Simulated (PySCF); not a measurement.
SnGe (triplet)

```xyz
2

Sn    0.0000    0.0000   -0.9863
Ge    0.0000    0.0000    1.5997
```

Core potentials replace the inner electrons of Sn.

Computed with PBE0/cc-pVDZ(-PP), non-relativistic Hamiltonian with scalar-relativistic core potentials where named, at a bond length of 2.586 Å in PySCF.

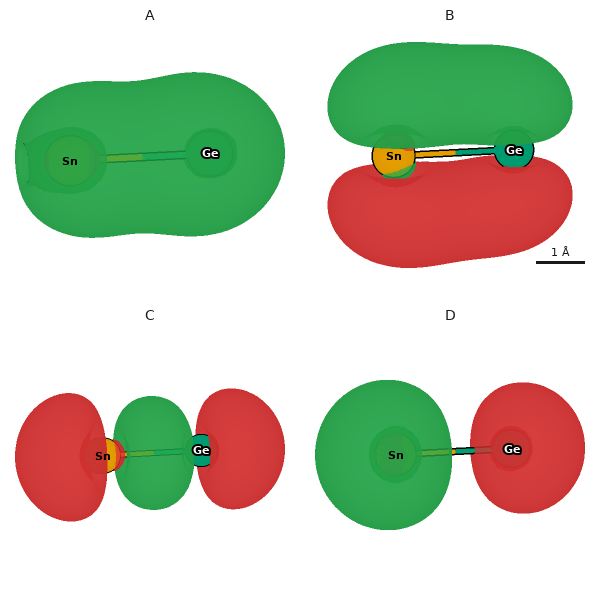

Figure 1. Four frontier β-spin orbitals, each drawn at the value that holds 80 % of its norm (green and red are the two phases), in no order; of a degenerate pair one member is drawn.

Label each orbital by symmetry, say whether it is occupied, and order them by energy.

Answer. Orbital A: σ, occupied in this spin, −13.35 eV; shared between the atoms (Sn 40 %, Ge 60 %).
Orbital D: σ, occupied in this spin, −10.19 eV; shared between the atoms (Sn 60 %, Ge 40 %).
Orbital C: σ, occupied in this spin, −5.20 eV; shared between the atoms (Sn 50 %, Ge 50 %).
Orbital B: π, empty in this spin, −3.22 eV; bonding, with no node between the atoms.

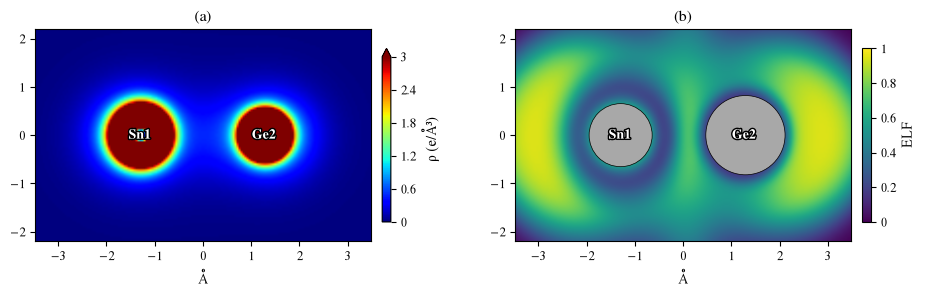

Figure 2. (a) electron density; (b) electron localisation function on a plane that holds the molecular axis. Grey discs cover the atomic cores in the ELF map.

Describe what can be read from this map.

Answer.
- The section cuts through Sn and Ge sites.
- Sn–Ge (2.59 Å): ρ at the midpoint is about 0.48 e/Å³; the ELF peaks at about 0.70 between the atoms.

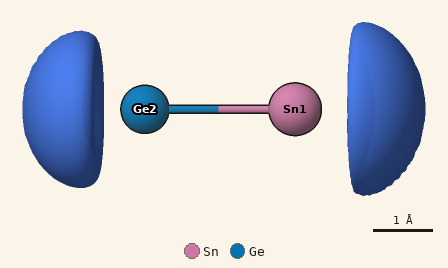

Figure 3. Isosurface of the electron localisation function at 0.8 (blue), seen from one side. Only the valence region is drawn (cores and ρ < 0.01 e/Å³ removed).

What do the ELF domains correspond to?

Answer. The surface consists of one lobe on Ge, pointing away from the bonds (non-bonding electrons) and one lobe on Sn, pointing away from the bonds (non-bonding electrons).
